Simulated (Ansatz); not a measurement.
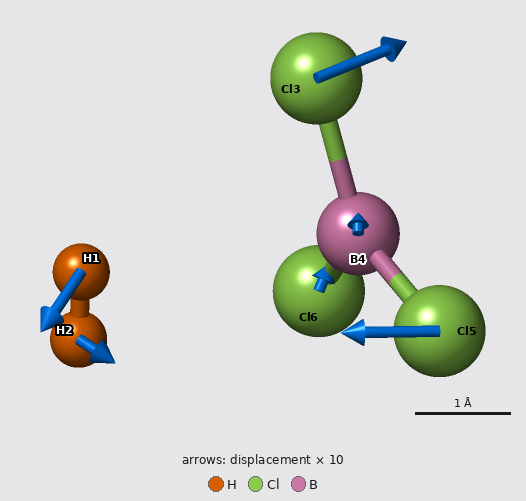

A relaxation of BH2Cl3. The starting structure is drawn; blue arrows show the displacements, 10 times their true length. The two geometries are superimposed by the best rigid fit.

The picture is a ball-and-stick view, seen at a tilt.

These are results of RKS PBE0-D4/def2-TZVP (Ansatz), not measurements. Settings: force threshold 0.005 eV/Å; at most 200 steps.

Q: What happened in the run?

A: Cl3 moves most after the best rigid fit: 0.12 Å. Largest moves by element: Cl 0.12 Å, H 0.09 Å, B 0.03 Å. Near-neighbour distances that change, for instance: H1–H2 0.768 → 0.746 Å, B4–Cl5 1.752 → 1.737 Å. After 9 accepted moves (11 points after the start) the energy has fallen by 0.45 kcal/mol. The largest force component goes from 0.6 to 0.00015 eV/Å. The line search rejected the trial steps at points 1, 8 of the run. The forces were under the threshold at step 5, but the run went on from there.

Limits of the set-up: the start holds two separate molecules, 3.2 Å apart at their closest, whose relative position is a soft coordinate.
